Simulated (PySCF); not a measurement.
B(Me)(OMe)(NH2), SMILES COB(C)N at its PBE0/def2-SVP optimised geometry (Å):

```
13

B      0.2224    -0.1618     0.0000
C      1.8013    -0.1618     0.0000
H      2.1807     0.3866     0.8775
H      2.1786     0.3757    -0.8853
H      2.2490    -1.1669     0.0052
O     -0.3962     1.0661     0.0000
C     -1.7845     1.1949    -0.0027
H     -2.2490     0.7357     0.8906
H     -2.0424     2.2646    -0.0014
H     -2.2452     0.7389    -0.8996
N     -0.5262    -1.3585    -0.0015
H     -1.5356    -1.4043    -0.0021
H     -0.0813    -2.2646    -0.0001
```

Calculation: PBE0/def2-TZVP in PySCF.

Map of the electron localisation function on the plane z = 1.5 Å:

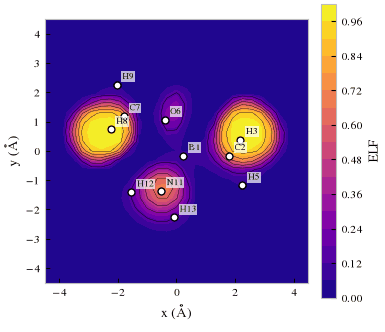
Figure: Electron localisation function on the plane z = 1.5 Å.
